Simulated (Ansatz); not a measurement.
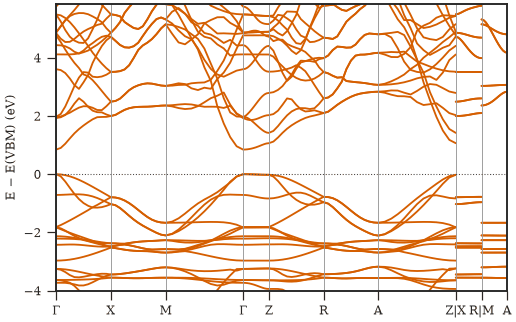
Figure: Band structure from PBEsol in the plane-wave PAW code Ansatz

Q: Read off the gap and where the band edges lie.

A: About 0.8 eV (0.85 eV by a search for the band edges); maximum at Γ, minimum at Γ.

Q: Pick the material that matches.
A) FeBiO3, P4mm (Fe on 1a, Bi on 1b, O on 1a, O on 2c)
B) BaCuTeF, P4/nmm (Ba on 2c, Cu on 2a, Te on 2c, F on 2b)
C) Cd2TeSe, P-4m2 (Cd on 2g, Te on 1d, Se on 1b)
D) MnF2, rutile

A: B, BaCuTeF, P4/nmm (Ba on 2c, Cu on 2a, Te on 2c, F on 2b)

The first step of the workflow began from a Materials Project structure, measured or hypothetical; the Crystallography Open Database copy checked does not list it. Its standing as an ambient phase is unchecked. Symmetry was held in the PBEsol relaxation; phonons show weakly imaginary modes. No spin polarisation was allowed. No Hubbard U is applied. Scalar-relativistic: spin–orbit coupling is off unless named, which matters more the heavier the elements.

Potentials: the later of the program's two PAW sets.
